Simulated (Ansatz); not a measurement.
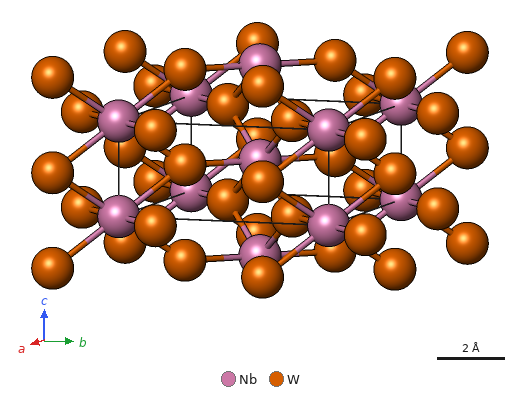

Solid NbW$_{2}$ (built on the rutile_136 type), before the relaxation. The picture is a ball-and-stick view of the cell of the calculation, seen slightly off an axis.

Case: rutile type (P4_2/mnm, No. 136).

Theory: DFT PBE, scalar-relativistic, plane waves, PAW (Ansatz 0.2.0).

Input file:
```yaml
crystal:
  lattice:
    - [6.6331690728, 0.0, 0.0]
    - [0.0, 6.6331690728, 0.0]
    - [0.0, 0.0, 2.8730749655]
  atoms:
    - { symbol: Nb, position: [0.0, 0.0, 0.0] }
    - { symbol: Nb, position: [0.5, 0.5, 0.5] }
    - { symbol: W, position: [0.2656681324, 0.2656681324, 0.0] }
    - { symbol: W, position: [0.2343318676, 0.7656681324, 0.5] }
    - { symbol: W, position: [0.7343318676, 0.7343318676, 0.0] }
    - { symbol: W, position: [0.7656681324, 0.2343318676, 0.5] }
basis:
  ecutwfc: 420
kpoints:
  mp_grid: { grid: [6, 6, 14] }
hamiltonian:
  xc: pbe
scf:
  occupations: { method: gaussian, width: 0.1 }
output:
  forces: true
  stress: true
  eigenvalues: true
relax:
  adjacent_minimum: "off"
  f_tol: 0.01
  max_steps: 80
  cell: { stress_tol: 0.05 }
```

Command:
```bash
ansatz run input.yaml --threads 1 --pin off --max-ram 2560MiB --backend cpu --events-out ev --progress --plain --runs-dir out
```

**Predict the outcome.**

After 3 accepted moves (5 points after the start) the energy has fallen by 0.7 meV per atom. The largest force component goes from 0.0054 to 0.00043 eV/Å. Pressure: 0.00 GPa at the start and 0.00 GPa at the end. The line search rejected the trial step at point 1 of the run. The SCF was repeated once at an unchanged geometry on a basis and grid sized afresh for the cell, which shifted the energy by less than 0.05 meV per atom at most. No atom moves by more than 0.005 Å relative to the cell. The drawn cell changes as follows: a = b 6.633 → 6.611 Å (−0.3 %), c 2.873 → 2.890 Å (+0.6 %); the volume changes by −0.1 %. Some distances before and after: W3–W3 2.873 → 2.890 Å, Nb1–Nb1 2.873 → 2.890 Å, Nb1–W3 2.492 → 2.486 Å. The space group stays P4_2/mnm (No. 136).

The structure at the end:

```
Nb W
1.0
     6.61065    0.00000    0.00000
     0.00000    6.61065    0.00000
     0.00000    0.00000    2.89006
Nb W
2 4
Direct
  0.00000 0.00000 0.00000
  0.50000 0.50000 0.50000
  0.26591 0.26591 0.00000
  0.23409 0.76591 0.50000
  0.73409 0.73409 0.00000
  0.76591 0.23409 0.50000
```
